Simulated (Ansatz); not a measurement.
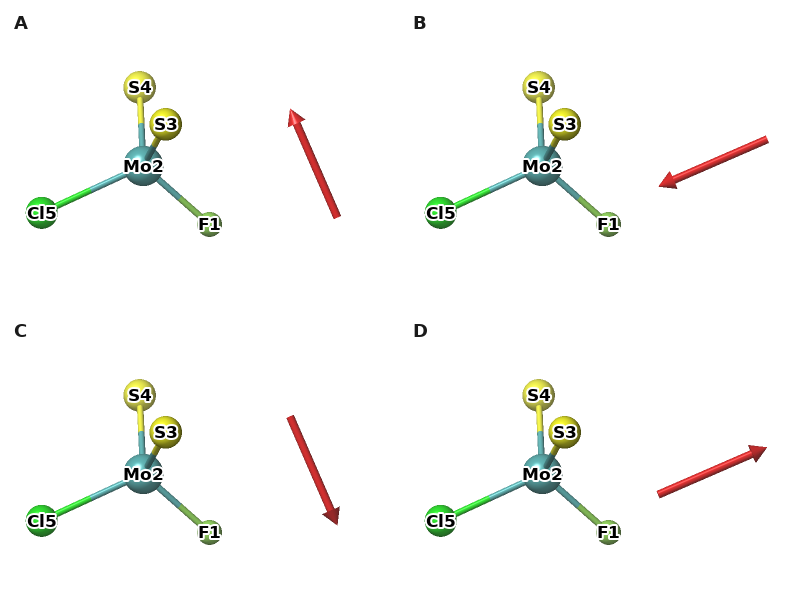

The same molecule four times, each with an arrow. Charge 0, singlet. Computed geometry: PBE-D4/def2-SVP optimisation. No frequency run is at hand to confirm it as a minimum. Level of theory: RKS PBE-D4/def2-SVP, core potentials on Mo (Ansatz 0.2.0).

Which arrow points along the dipole moment, from the negative to the positive end?

B. The dipole moment is 0.40 D; it points from the side of F1, S3, S4 to the side of Cl5 (the outermost atoms at the two ends).
